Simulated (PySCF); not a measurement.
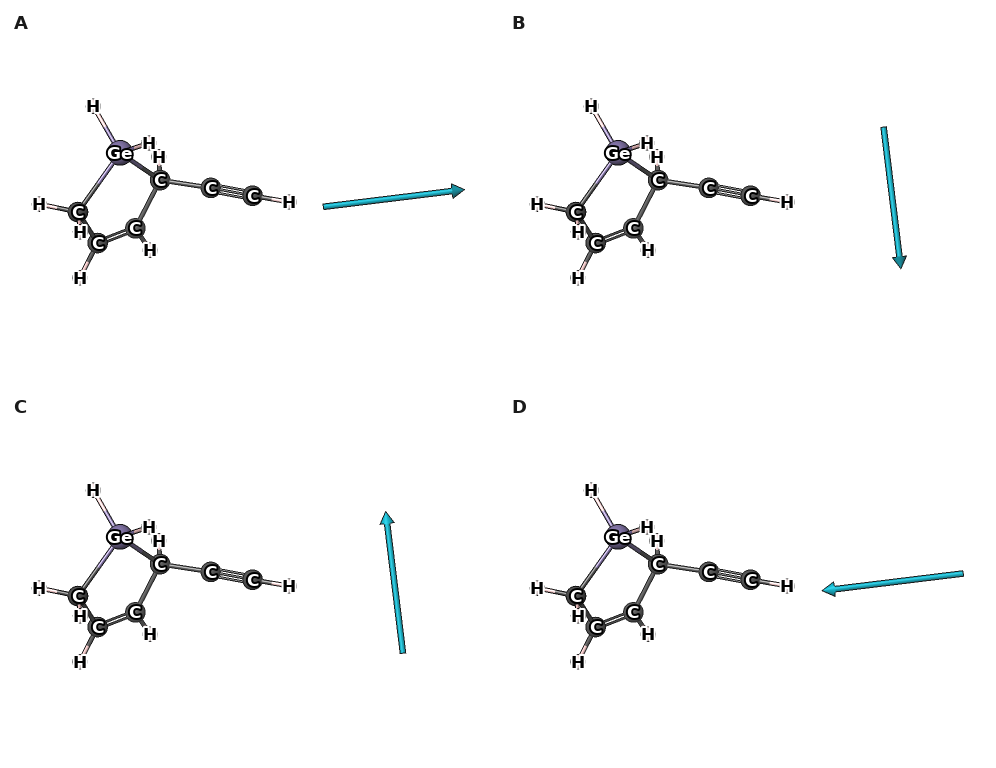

The same molecule four times, each with an arrow. Computed geometry: GFN2-xTB optimisation. No frequency run is at hand to confirm it as a minimum. Method: B3LYP/pcJ-1 (pcSseg-1 on Ge), gas phase (PySCF 2.14.0).

Which arrow points along the dipole moment, from the negative to the positive end?

Answer. D. The dipole moment is 1.08 D.

The geometry is semi-empirical. Around Ge such bond lengths and angles can be off by a tenth of an ångström or more and by several degrees, and values that hang on the shape move with them.
